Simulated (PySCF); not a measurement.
C2H5B, SMILES BC=C at its PBE0/def2-SVP optimised geometry (Å):

```
8

B     -1.3451    -0.5464     0.0000
H     -1.9324     0.5134     0.0000
H     -1.9837    -1.5740     0.0007
C      0.1968    -0.5464     0.0000
C      0.8878     0.6097     0.0061
H      0.7693    -1.4826    -0.0026
H      1.9837     0.6493     0.0085
H      0.3669     1.5740     0.0090
```

Level of theory: PBE0/def2-TZVP (PySCF 2.14.0). Cells within 0.4 Å of a nucleus heavier than hydrogen are left out (blank, or x).

Map of the deformation density (molecule minus spherical neutral atoms) (e/bohr³) on the plane z = 0.0 Å:

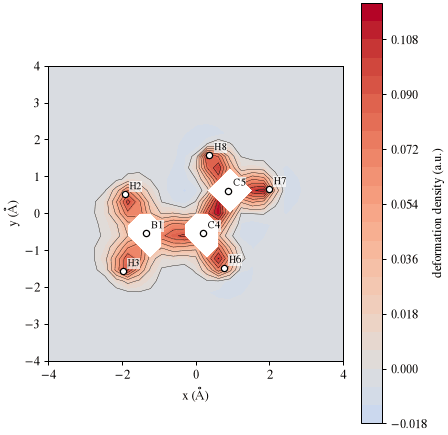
Figure: Deformation density (molecule minus spherical neutral atoms) (e/bohr³) on the plane z = 0.0 Å.
